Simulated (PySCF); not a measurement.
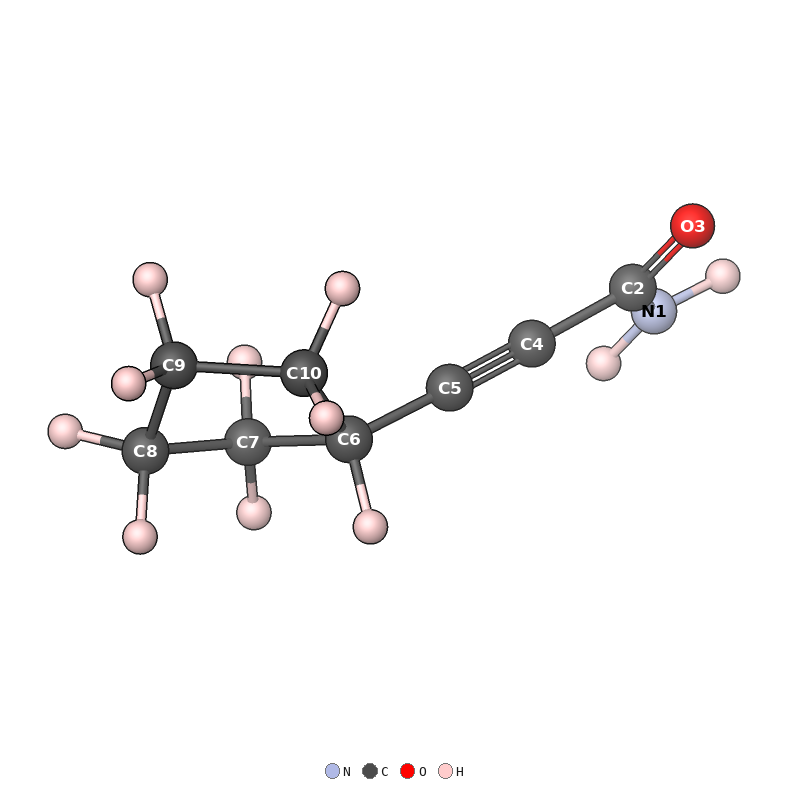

Atoms fade into the background with distance from the viewer. The geometry was computed by an optimisation with GFN2-xTB. No frequency run is at hand to confirm it as a minimum.

How is the 5-membered ring C6–C7–C8–C9–C10 puckered?

Answer. It is a twist (half-chair). The Cremer–Pople amplitude Q is 0.42 Å.

Give the torsion angles round the ring, beginning with the bond from its second to its third atom.

Answer. 43°, −35°, 14°, 13°, −34°.
